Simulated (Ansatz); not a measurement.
Consider SnTe in the rock salt structure (space group Fm-3m, No. 225; a = 6.3702 Å). Axes: x, y, z lie along the cube axes.

The change: uniaxial strain ε_zz = +2.79 %, all other strain components held at zero, atoms relaxed at fixed cell.

Method: r2SCAN (Ansatz, a program for electronic structure; PAW; 500 eV plane waves; scalar-relativistic without spin-orbit coupling).

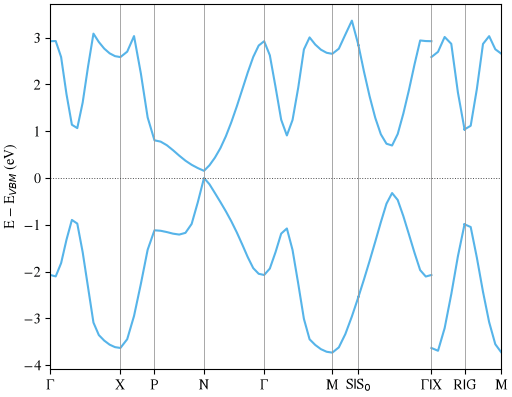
Figure: Highest valence and lowest conduction band along the path of the changed cell's own zone

Task: From the figure, how large is the changed gap, and is it direct?

Result: About 0.2 eV, direct at N.

Spin-orbit coupling, missing from the scalar runs, can matter with Te. Stability against distortions was not tested. A zero or small gap of SnTe can be the functional's error rather than a property of the material. Labels are those of the standard path for the cell's own space group.
